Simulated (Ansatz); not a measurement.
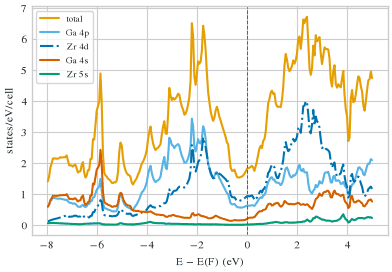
Figure. Total and projected density of states of ZrGa3 in space group I4/mmm (No. 139; Zr on 4e, Ga on 4c, Ga on 4d, Ga on 4e), r²SCAN in the plane-wave PAW code Ansatz

Question: Which orbitals carry the states next to the Fermi level?

Answer: Within 0.5 eV of the Fermi level: Zr 4d 49 %, Ga 4p 35 %, Ga 4s 12 %. Projections are on Löwdin-orthogonalised atomic valence shells; empty p or d shells of many metals are not among them.

Question: Where is the tallest occupied peak in this window, and what makes it?

Answer: Near -2.2 eV, about 6.5 states/eV per cell; the largest projected share is Ga 4p.

The workflow started from a Materials Project entry (that database holds measured and hypothetical structures alike); the Crystallography Open Database files this formula in space group No. 139, but the cells were not matched. Whether it is the stable phase at ambient conditions was not checked. The cell was relaxed with r²SCAN under the symmetry of its start; whether a distortion lowers the energy is not shown. No spin polarisation was allowed. Scalar-relativistic: spin–orbit coupling is off unless named, which matters more the heavier the elements.

Potentials: the earlier of the program's two PAW sets.
